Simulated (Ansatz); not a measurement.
Given this structure, the end point of a relaxation with Ansatz 0.2.0, DFT LDA, scalar-relativistic, plane waves, PAW, written in its standard cell:

```cif
data_structure
_symmetry_space_group_name_H-M 'P6_3/mmc'
_symmetry_Int_Tables_number 194
_cell_length_a 3.3837
_cell_length_b 3.3837
_cell_length_c 5.2377
_cell_angle_alpha 90.000
_cell_angle_beta 90.000
_cell_angle_gamma 120.000
_cell_volume 51.93
loop_
_atom_site_label
_atom_site_type_symbol
_atom_site_symmetry_multiplicity
_atom_site_Wyckoff_symbol
_atom_site_fract_x
_atom_site_fract_y
_atom_site_fract_z
_atom_site_occupancy
Lu1 Lu 2 d 0.33333 0.66667 0.75000 1
```

Question: Predict the [211] zone-axis pattern (200 kV, kinematic, B = 1 Å²).

Answer: The spots form a centred rectangular net with both shortest vectors at d = 2.56 Å, 81.8° apart. They are 0 1 -1 and -1 1 1. The pattern has symmetry 2mm. A glide plane extinguishes reflections such as 1 1 -3, 2 -1 -3; reflections such as 0 3 -3, 3 -3 -3 are allowed by the space group but vanish because the atoms sit on special positions.

Strongest reflections with d > 0.80 Å, one of each family (|F|² from tabulated Gaussian fits of the electron scattering factors, times a small damping for the curvature of the Ewald sphere):

```csv
hkl,d (Å),I (strongest = 100)
1 -1 -1,2.557,100
1 -2 0,1.692,62
1 0 -2,1.953,21
2 -3 -1,1.084,15
2 -4 0,0.846,9
2 -2 -2,1.279,8
```

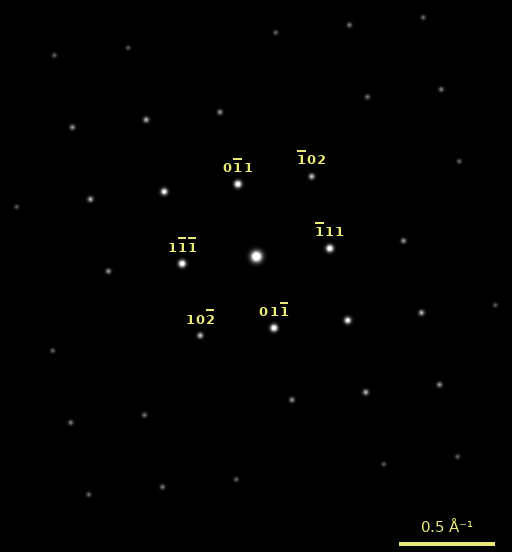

Calculated pattern, seen from the source side with [211] pointing towards the source.
